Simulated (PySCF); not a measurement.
# AlH3F− (SMILES [H][Al-]([H])([H])[F]) at CCSDT/STO-3G

What is the energy change on altering one bond length of AlH3F− at CCSDT/STO-3G? 

The calculation is run with PySCF 2.14.0.

13 further runs of the same task are left out: 1 that didn't finish, 12 set aside as unsound or not needed.

### 1 The system as given

The species is AlH3F− (5 atoms), meant as a singlet with charge -1. As SMILES, `[H][Al-]([H])([H])[F]`. The shape comes from GFN2-xTB, which is rough for such elements, and wasn't checked as a minimum.

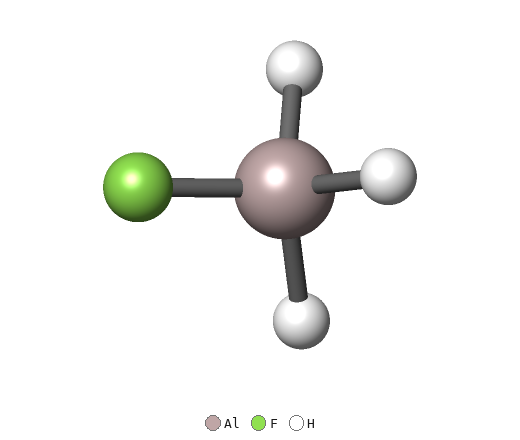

The structure, seen from a chosen angle (aluminium light grey, fluorine green, hydrogen white).

### 2 A single-point energy at CCSDT/STO-3G

File job.py:

```python
from pyscf import gto, scf, cc

mol = gto.M(
    atom='''
Al    -0.001077     0.000397    -0.070940
F      0.021618    -0.036566     3.133053
H      2.891054     0.021713    -1.039954
H     -1.463706     2.518287    -0.982336
H     -1.447889    -2.503830    -1.039803
''',
    verbose=3,
    unit='bohr',
    basis='sto-3g',
    charge=-1,
    max_memory=1860,
)

myscf = scf.RHF(mol)
myscf.conv_tol = 1e-10
myscf.kernel()
if not myscf.converged:
    myscf = myscf.newton().run(myscf.mo_coeff, myscf.mo_occ)

mycc = cc.CCSDT(myscf, frozen=6)
mycc.kernel()
etot = mycc.e_tot
print('Final energy', etot)
```

The run is started by

```sh
$ OMP_NUM_THREADS=1 python job.py
```

Output:

```text
converged SCF energy = -338.664556175639
_make_eris_incore_RCCSDT

WARN: A large `blksize` is being used, which may cause large memory consumption
      for storing contraction intermediates. If memory is sufficient, consider using
      `pyscf.cc.rccsdt_highm.RCCSDT` instead.

RCCSDT converged
E(RCCSDT) = -338.7284221023074   E_corr = -0.06386592666875797
E_corr(same-spin) = -0.00330237884963122
E_corr(oppo-spin) = -0.0605635478191267
Final energy -338.72842210230743
```

Run time: 0.64 s. Hardware: 1 thread of Arm Neoverse V2, shared host; peak memory 0.1 GiB.

### 3 The distorted shape at the same level

File input.py:

```python
from pyscf import gto, scf, cc

mol = gto.M(
    atom='''
Al   1.392602  -2.398111   0.830576
F    1.404612  -2.417671   2.526056
H    2.923052  -2.386831   0.317796
H   -0.774560   1.332620  -0.519830
H    0.626982  -3.723291   0.317876
''',
    basis='sto-3g',
    max_memory=1860,
    charge=-1,
    verbose=4,
)

calc0 = scf.RHF(mol)
calc0.conv_tol = 1e-10
calc0.kernel()
if not calc0.converged:
    calc0 = calc0.newton().run(calc0.mo_coeff, calc0.mo_occ)

mycc = cc.CCSDT(calc0, frozen=6)
mycc.kernel()
etot = mycc.e_tot
print('E(%s) = %.9f' % ('CCSDT', etot))
```

The run is started by

```sh
$ OMP_NUM_THREADS=1 python input.py
```

Output:

```text
PySCF version 2.14.0

[INPUT] num. atoms = 5
[INPUT] num. electrons = 26
[INPUT] charge = -1
[INPUT] spin (= nelec alpha-beta = 2S) = 0
[INPUT] symmetry False subgroup None
[INPUT] Mole.unit = angstrom
[INPUT] Symbol           X                Y                Z      unit          X                Y                Z       unit  Magmom
[INPUT]  1 Al     1.392602000000  -2.398111000000   0.830576000000 AA    2.631636380522  -4.531773006307   1.569561165637 Bohr   0.0
[INPUT]  2 F      1.404612000000  -2.417671000000   2.526056000000 AA    2.654331991278  -4.568736049303   4.773554015314 Bohr   0.0
[INPUT]  3 H      2.923052000000  -2.386831000000   0.317796000000 AA    5.523767727862  -4.510456895622   0.600547403482 Bohr   0.0
[INPUT]  4 H     -0.774560000000   1.332620000000  -0.519830000000 AA   -1.463706267043   2.518286828118  -0.982336331333 Bohr   0.0
[INPUT]  5 H      0.626982000000  -3.723291000000   0.317876000000 AA    1.184824265032  -7.036000272058   0.600698581572 Bohr   0.0

nuclear repulsion = 51.4101281907424
number of shells = 11
number of NR pGTOs = 51
number of NR cGTOs = 17
basis = sto-3g
ecp = {}

[... 39 lines left out ...]
converged SCF energy = -338.367310682954
[... 16 lines left out ...]
WARN: A large `blksize` is being used, which may cause large memory consumption
[... 13 lines left out ...]
Init t2, MP2 energy = -338.437970335261  E_corr(MP2) -0.070659652307
[... 28 lines left out ...]
RCCSDT converged
[... 3 lines left out ...]
E(CCSDT) = -338.433494426
```

Run time: 0.9 s. Hardware: 1 thread of Arm Neoverse V2, shared host; peak memory 0.1 GiB.

### 4 Outcome

At CCSDT/STO-3G, 6 core orbitals frozen:

| quantity | value |
| --- | --- |
| first shape: total energy | -338.72842 Eh |
| first shape: HOMO energy (Hartree–Fock orbitals) | -0.99 eV |
| first shape: LUMO energy (Hartree–Fock orbitals) | 22.08 eV |
| first shape: HOMO–LUMO gap (to an unbound level, set by the basis) | 23.07 eV |
| first shape: correlation energy (6 core orbitals frozen) | -63.9 mEh |
| first shape: T1 diagnostic | 0.008 |
| distorted shape: total energy | -338.43349 Eh |
| distorted shape: HOMO energy (Hartree–Fock orbitals) | 6.21 eV |
| distorted shape: LUMO energy (Hartree–Fock orbitals) | 9.96 eV |
| distorted shape: HOMO–LUMO gap (to an unbound level, set by the basis) | 3.75 eV |
| distorted shape: correlation energy (6 core orbitals frozen) | -66.2 mEh |
| distorted shape: T1 diagnostic | 0.097 |
| energy change with the Al1–H4 bond stretched from 1.615 to 4.521 Å | 8.025 eV |

In words: With the Al1–H4 bond stretched from 1.615 to 4.521 Å the energy rises by 8.03 eV (774 kJ/mol). The first shape isn't relaxed at this level, so the change isn't measured from a minimum. The minimal basis adds a large error of its own. The T1 diagnostic (distorted shape) of 0.097 is above the customary mark for such species, so a single reference may not serve. Mulliken charges (distorted shape) of the mean-field density run from -0.83 on H4 to +0.87 on Al1; they depend strongly on the basis. The HOMO (distorted shape) lies at positive energy, 6.21 eV: the electron is unbound at this level or held by a compact basis; values depend on the basis.
